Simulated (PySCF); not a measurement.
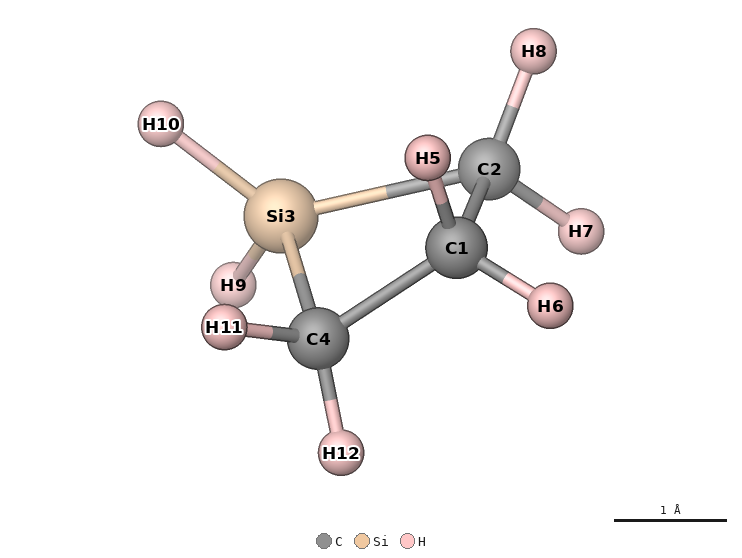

Orthographic view. Atoms fade into the background with distance from the viewer. Geometry: a frame of a GFN2-xTB molecular-dynamics simulation, not a minimum.

Write a MOL file (V2000) with the atoms in numerical order, bonds sorted by atom number with the orders drawn, and coordinates in the frame of the picture: x right, y up, z towards the viewer, origin at the mean position.

```
C3H8Si
                    3D

 12 12  0  0  0  0  0  0  0  0999 V2000
    0.6600   -0.0500    0.8700 C   0  0  0  0  0  0  0  0  0  0  0  0
    0.9500    0.6600   -0.4800 C   0  0  0  0  0  0  0  0  0  0  0  0
   -0.9200    0.2300   -0.9600 Si  0  0  0  0  0  4  0  0  0  0  0  0
   -0.5800   -0.8600    0.5500 C   0  0  0  0  0  0  0  0  0  0  0  0
    0.4000    0.7600    1.5000 H   0  0  0  0  0  0  0  0  0  0  0  0
    1.5000   -0.5700    1.2100 H   0  0  0  0  0  0  0  0  0  0  0  0
    1.7800    0.1000   -1.0400 H   0  0  0  0  0  0  0  0  0  0  0  0
    1.3500    1.7100   -0.4500 H   0  0  0  0  0  0  0  0  0  0  0  0
   -1.3400   -0.3800   -2.2400 H   0  0  0  0  0  0  0  0  0  0  0  0
   -1.9900    1.0600   -0.6700 H   0  0  0  0  0  0  0  0  0  0  0  0
   -1.4200   -0.7600    1.2600 H   0  0  0  0  0  0  0  0  0  0  0  0
   -0.3800   -1.8900    0.4600 H   0  0  0  0  0  0  0  0  0  0  0  0
  1  2  1  0
  1  4  1  0
  1  5  1  0
  1  6  1  0
  2  3  1  0
  2  7  1  0
  2  8  1  0
  3  4  1  0
  3  9  1  0
  3 10  1  0
  4 11  1  0
  4 12  1  0
M  END
```
